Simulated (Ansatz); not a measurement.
Take GaAs in the zinc blende structure (space group F-43m, No. 216; a = 5.659 Å) as the base. Axes: x, y, z lie along the cube axes.

The change: uniaxial strain ε_xx = −0.48 %, all other strain components held at zero; the atoms relax in the strained cell.

The values are results of Ansatz (a first-principles code), PBEsol, PAW, cutoff 420 eV, no SOC, not measurements.

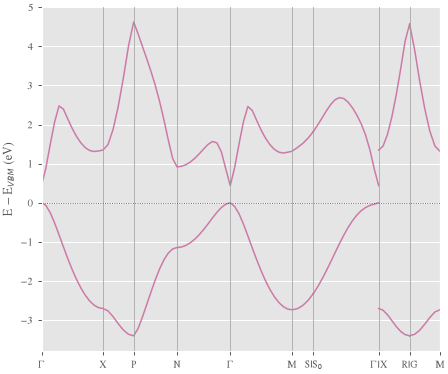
Fig. 1. Highest valence and lowest conduction band along the path of the changed cell's own zone

The gap is 0.44 eV, direct at Γ; the base has 0.42 eV.

Stability against distortions was not tested. k-point labels follow each cell's own Brillouin zone.
